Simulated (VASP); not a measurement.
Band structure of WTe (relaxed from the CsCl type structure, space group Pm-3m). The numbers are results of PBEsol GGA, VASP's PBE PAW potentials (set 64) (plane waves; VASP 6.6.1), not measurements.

Unless said otherwise, spin-orbit coupling is left out, though it shifts the bands of the heavy elements here.

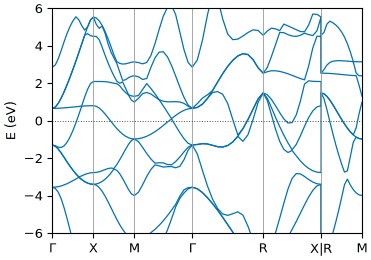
Figure: Bands along high-symmetry lines, zero at the valence-band maximum or, without a gap, the Fermi level

**Question.** Read the plot: is there a gap, and where are the band edges?

**Answer.** It has no gap at this level: it comes out as a metal or semimetal. (Edges off the drawn lines would not show.)

The structure was generated: WTe was put into the CsCl type type (Pm-3m), which need not be its known phase. It was relaxed first, which changed the volume by -39 %.
